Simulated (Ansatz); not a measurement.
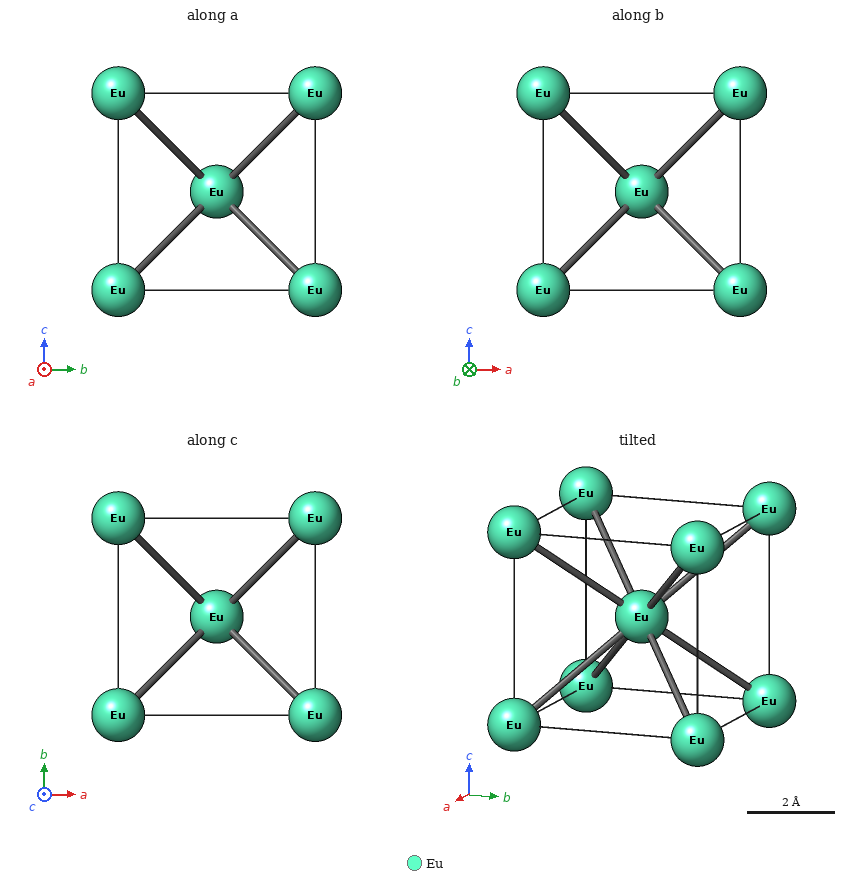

Structure drawing (ball-and-stick), viewed along the a axis, along the b axis, along the c axis and slightly off an axis. The conventional unit cell is outlined; an atom on or near a face, edge or corner is repeated at each equivalent position.

Lattice parameters: a = 4.5649 Å, b = 4.5649 Å, c = 4.5649 Å, α = 90.000°, β = 90.000°, γ = 90.000°.

Q: From the views, write a CIF in P1 with every atom of the cell.

A:
```cif
data_structure
_symmetry_space_group_name_H-M 'P 1'
_symmetry_Int_Tables_number 1
_cell_length_a 4.5649
_cell_length_b 4.5649
_cell_length_c 4.5649
_cell_angle_alpha 90.000
_cell_angle_beta 90.000
_cell_angle_gamma 90.000
_cell_volume 95.13
loop_
_atom_site_label
_atom_site_type_symbol
_atom_site_fract_x
_atom_site_fract_y
_atom_site_fract_z
_atom_site_occupancy
Eu1 Eu 0.0000 0.0000 0.0000 1
Eu2 Eu 0.5000 0.5000 0.5000 1
```

The initial geometry was the standard structure of this element. Earlier steps of the study may have refined or changed the cell and positions. It was the input of a calculation with Ansatz.
